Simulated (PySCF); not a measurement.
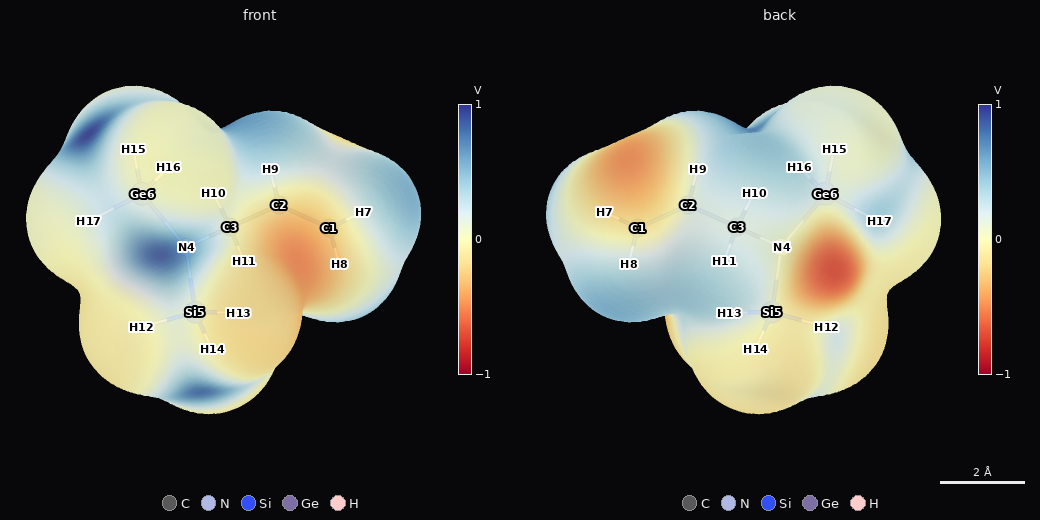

Figure 1: C3H11GeNSi. The electrostatic potential painted on the density surface at 0.001 e/bohr³, seen from the front and from behind; red is negative and blue positive.

Geometry: GFN2-xTB.

Theory: PySCF, CAM-B3LYP/def2-SVPD, SCF density, gas phase.

```xyz
17

C     2.4283   -0.9083   -0.1191
C     1.5916    0.1110   -0.1341
C     0.3977    0.2178   -1.0290
N    -0.8478    0.1923   -0.2754
Si   -1.3961   -1.3503    0.2936
Ge   -1.3119    1.7354    0.5880
H     3.2598   -0.9597    0.5636
H     2.3187   -1.7353   -0.8015
H     1.7040    0.9345    0.5635
H     0.4472    1.1656   -1.5829
H     0.3950   -0.6043   -1.7499
H    -2.7691   -1.1314    0.7441
H    -0.5827   -1.8900    1.3929
H    -1.3171   -2.2426   -0.8650
H    -0.9358    2.8555   -0.3381
H    -0.6056    1.9366    1.9049
H    -2.7832    1.6853    0.8344
```

Question: Which sites attract a positive test charge, and which a negative one?

Answer: A positive charge is drawn to the negative regions and a negative charge to the positive ones. The most negative region (about −0.7 V, or −16 kcal/mol for a unit charge) lies over N4, the most positive (about +0.9 V, or +21 kcal/mol for a unit charge) over Si5 and Ge6.
